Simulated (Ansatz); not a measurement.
**CH₄Si···HCl: density, localisation and related maps**

Input

```
crystal:
  periodic: [false, false, false]
  atoms:
    - {symbol: Si, position_ang: [-1.118269, -0.598252, 0.098683]}
    - {symbol: Cl, position_ang: [2.288610, 0.385287, -1.744788]}
    - {symbol: C, position_ang: [0.007895, 0.452804, 0.824102]}
    - {symbol: H, position_ang: [1.335071, 0.314493, -0.852736]}
    - {symbol: H, position_ang: [-2.188768, -0.114322, -0.795922]}
    - {symbol: H, position_ang: [-1.051732, -2.064108, 0.263904]}
    - {symbol: H, position_ang: [0.781921, 0.094420, 1.493693]}
    - {symbol: H, position_ang: [-0.054726, 1.529678, 0.713065]}
basis:
  gaussian: {orbitals: def2-TZVPP}
hamiltonian: {xc: pbe0, dispersion: d4}
output: {orbitals: {seedname: orbitals}}
```

Launched as:

```sh
ansatz run in.yaml --threads 2 --pin off --events-out ev --progress --plain --max-ram 4352MiB
```

The product side of a reaction path; geometry: PBE0-D4/def2-TZVP.

Theory: Ansatz, RKS PBE0-D4/def2-TZVPP.

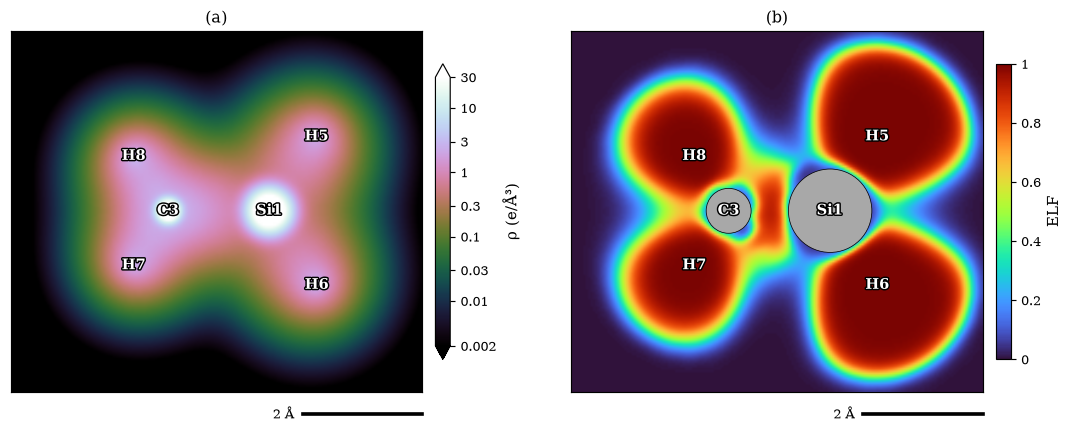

Figure 1. (a) electron density; (b) ELF on the plane of atoms Si1, C3 and H8. Grey discs cover the atomic cores in the ELF map.

Q: Describe what can be read from this map.

A:
- Atoms in the plane: Si, C and H.
- C–Si (1.70 Å): ρ at the midpoint is about 1.2 e/Å³; the ELF peaks at about 0.90 between the atoms (a covalent bond).
- C–H (1.08 Å): ρ at the midpoint is about 2 e/Å³; the ELF climbs to about 1 towards the hydrogen, as it does in any bond to H (an ordinary covalent bond to hydrogen).
- Si–H (1.48 Å): ρ at the midpoint is about 0.82 e/Å³; the ELF climbs to about 1 towards the hydrogen.

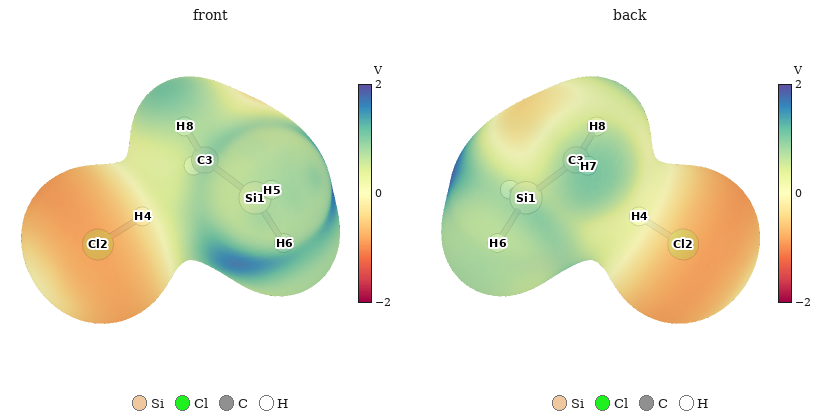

Figure 2. The electrostatic potential painted on the density surface at 0.002 e/bohr³, seen from the front and from behind; the colour scale runs from red (negative) to blue (positive).

Q: Where is the surface potential most negative and most positive?

A: The most negative region (about −0.9 V, or −21 kcal/mol for a unit charge) lies over Cl2, the most positive (about +1.8 V, or +42 kcal/mol for a unit charge) over Si1.

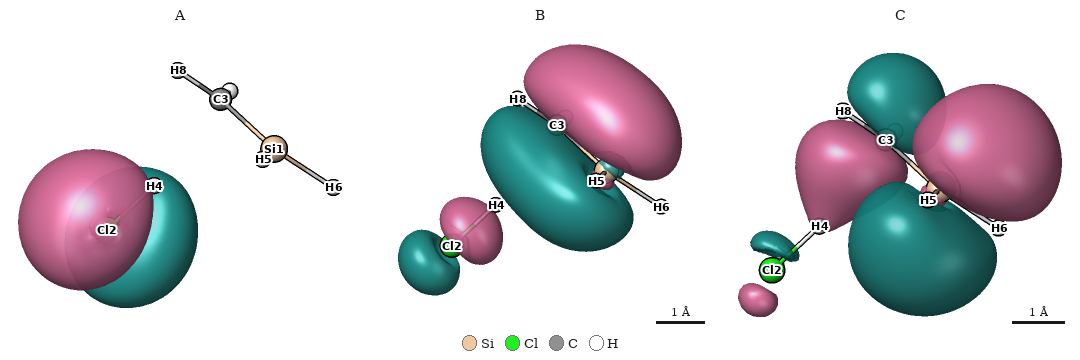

Figure 3. Three frontier orbitals at ±0.08 Å⁻³ᐟ² (teal and pink are the two phases), in no order.

Q: Order the three orbitals by energy and name them.

A: A is the HOMO−1 (−8.76 eV). It lies mainly on Cl2 (about 95 %); largely a lone pair of Cl2. B is the HOMO (−7.22 eV). By Hirshfeld shares it lies mainly on C3 (about 45 %), Si1 (about 35 %) and Cl2 (about 5 %); π-bonding across C3–Si1. C is the LUMO (−1.87 eV). By Hirshfeld shares it lies mainly on Si1 (about 55 %) and C3 (about 20 %).

Q: What is the HOMO–LUMO gap?

A: 5.35 eV between the orbital energies.
